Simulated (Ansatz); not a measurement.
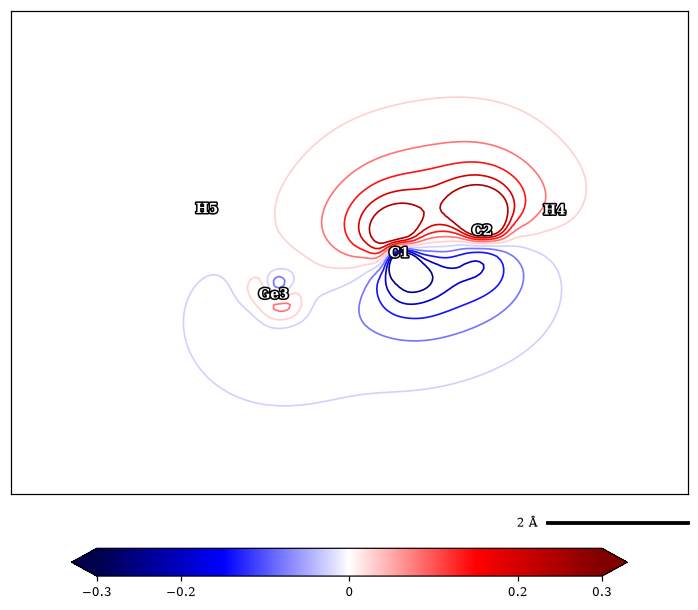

*C₂H₃Ge (SMILES C#[C][GeH2]) (doublet). The HOMO−1 (β) on the plane of atoms C1, Ge3 and H5 (values in Å⁻³ᐟ²; the overall sign is arbitrary).*

Geometry: PBE-D3(BJ)/def2-SVP.

Level of theory: isolated molecule in a Gaussian basis; Kohn-Sham density functional theory, functional PBE0 in Ansatz.

The calculation's input:

```
crystal:
  periodic: [false, false, false]
  atoms:
    - {symbol: C, position_ang: [-2.011451, -0.717530, -0.488692]}
    - {symbol: C, position_ang: [-3.183914, -1.018835, -0.722821]}
    - {symbol: Ge, position_ang: [-0.284557, -0.055990, -0.089658]}
    - {symbol: H, position_ang: [-4.205911, -1.307003, -0.933259]}
    - {symbol: H, position_ang: [0.632230, -0.180915, -1.338875]}
    - {symbol: H, position_ang: [0.294770, -0.799222, 1.146723]}
basis:
  gaussian:
    orbitals: def2-TZVPD
hamiltonian:
  xc: {name: PBE0}
magnetization:
  spin_polarized: true
  initial_magnetization: 1
output: {forces: true, orbitals: {seedname: orbitals}}
```

Launched as:

```sh
ansatz run input.yaml --threads 1 --pin off --max-ram 2610MiB --events-out events.jsonl --progress --plain --runs-dir runs
```

### What is the character of this orbital?

It lies mainly on C1 (about 50 %), C2 (about 40 %) and Ge3 (about 10 %); π-bonding across C1–C2. Its energy is −8.39 eV.
